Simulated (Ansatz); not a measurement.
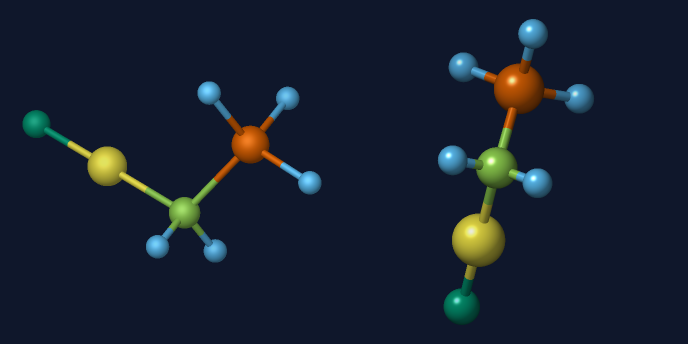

Both panels show the same species. Colours: fluorine teal, zinc yellow, carbon green, silicon orange, hydrogen blue.

Count the atoms of each element.

CH₅FSiZn, 9 atoms: 1 carbon, 5 hydrogen, 1 fluorine, 1 silicon and 1 zinc.

Count the bonded pairs by element.

3 Si–H, 2 C–H, 1 F–Zn, 1 C–Zn, 1 C–Si.

Name some functional groups or characteristic bonds that it holds.

Among them: Si–H bond.

How many sets of symmetry-equivalent atoms are there?

7: 1 F, 1 Zn, 1 C, 1 Si, 2 H, 2 H, 1 H.

Write the SMILES.

[F][Zn][CH2][SiH3]

More results for the same structure follow; atom numbers are the same in all pictures, views and colours differ. Computed geometry: PBE0-D4/def2-TZVP optimisation. No frequency run is at hand to confirm it as a minimum.

## Shape

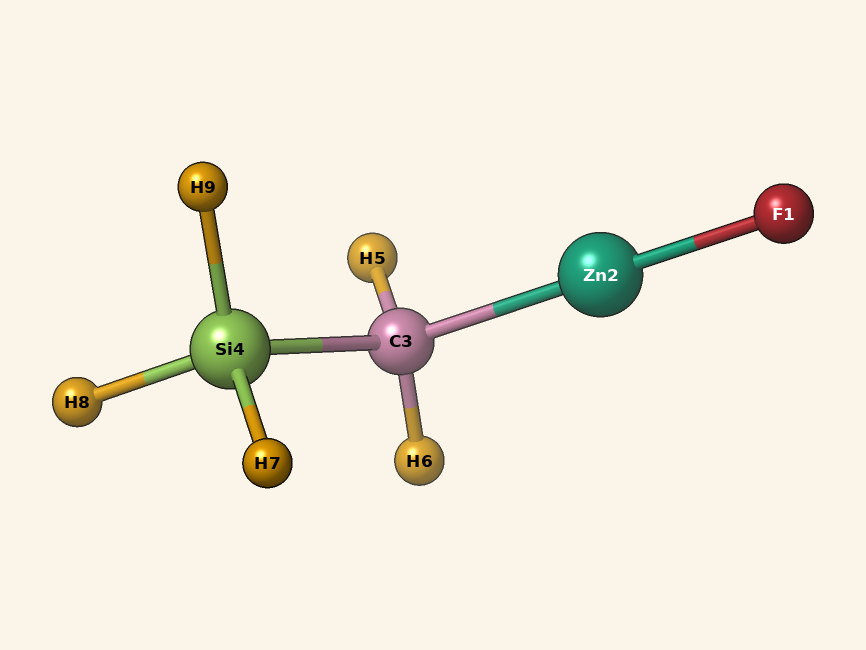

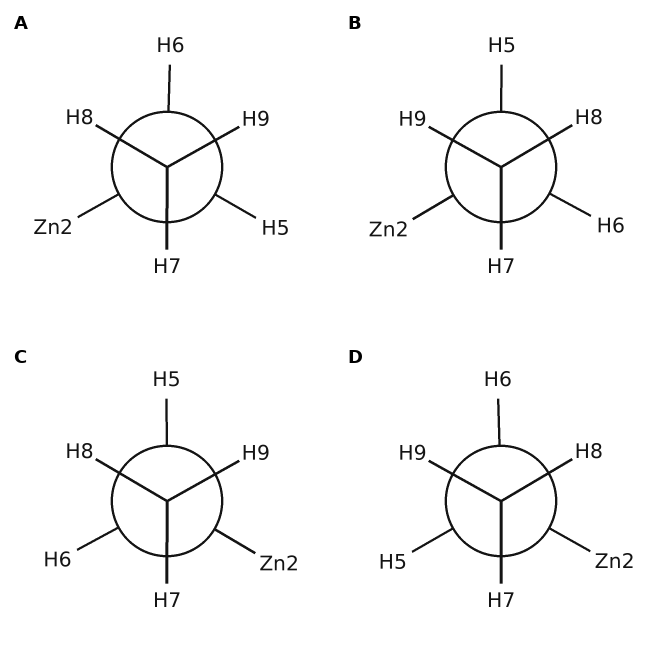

Atoms fade into the background with distance from the viewer. Bonds that would overlap in a projection are set slightly apart. No frequency run is at hand to confirm it as a minimum.

Which Newman projection shows the view along Si4–C3, with Si4 in front?

C. The torsion angle H7–Si4–C3–Zn2 is −59°, synclinal (gauche).

## Levels of theory compared

No frequency run is at hand to confirm it as a minimum. Program: Ansatz 0.2.0.

Compare HOMO energy (eV) at these levels: B3LYP-D4/def2-TZVPP; PBE-D4/def2-TZVPP; PBE0-D4/def2-TZVPP; r2SCAN-D4/def2-TZVPP; ωB97M-V/def2-TZVPP; ωB97X-V/def2-TZVPP.

| level | HOMO energy (eV) |
| --- | --- |
| B3LYP-D4/def2-TZVPP | −8.40 |
| PBE-D4/def2-TZVPP | −7.44 |
| PBE0-D4/def2-TZVPP | −8.57 |
| r2SCAN-D4/def2-TZVPP | −7.67 |
| ωB97M-V/def2-TZVPP | −10.75 |
| ωB97X-V/def2-TZVPP | −10.87 |

## Charges

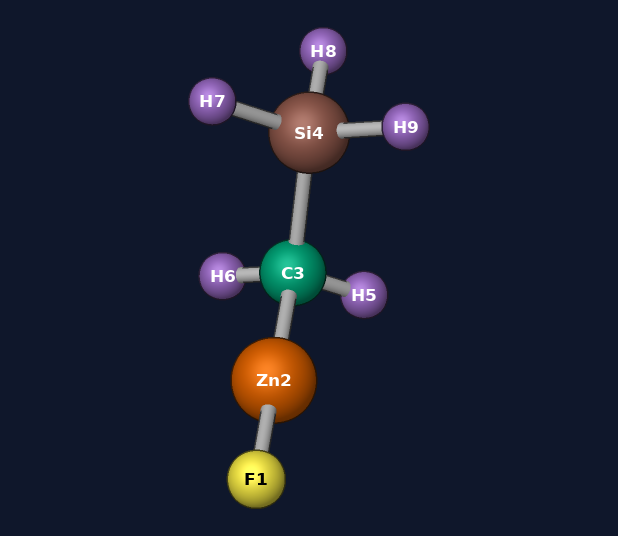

The questions are on Mulliken charges. No frequency run is at hand to confirm it as a minimum. Level of theory: RKS B3LYP-D4/def2-TZVPP (Ansatz 0.2.0).

Give the Mulliken charges atom by atom.

```csv
atom,value (e)
F1,−0.48
Zn2,0.54
C3,−0.31
Si4,0.23
H5,0.12
H6,0.12
H7,−0.07
H8,−0.07
H9,−0.07
```

## Dipole moment

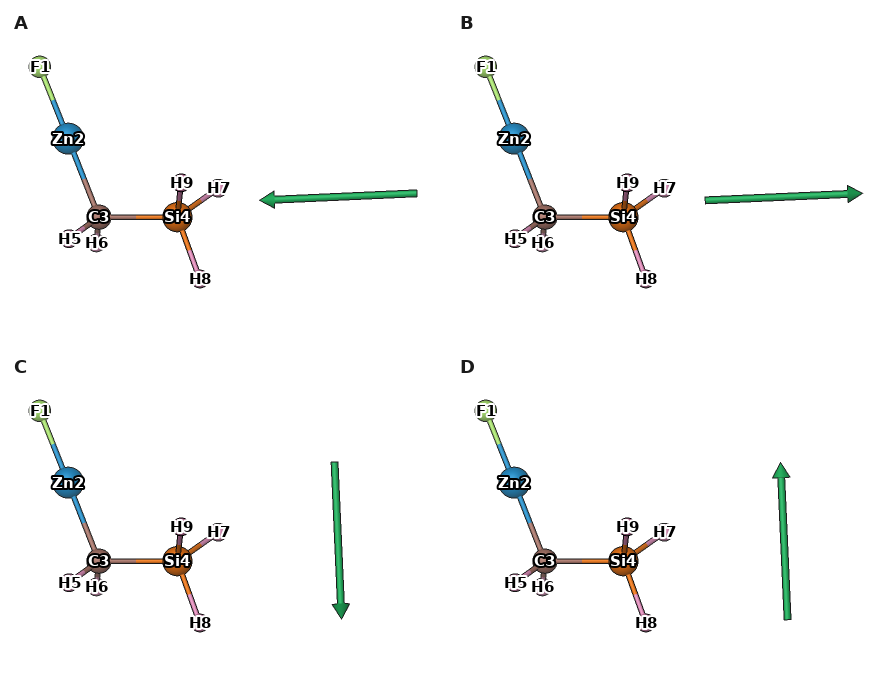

The same molecule four times, each with an arrow. No frequency run is at hand to confirm it as a minimum. Method: RKS ωB97M-V/def2-TZVPP (Ansatz 0.2.0).

Which arrow points along the dipole moment, from the negative to the positive end?

C. The dipole moment is 2.53 D; it points from the side of F1 to the side of H8 (the outermost atoms at the two ends).

Mulliken values depend strongly on the basis set and can even reverse the polarity of a bond.
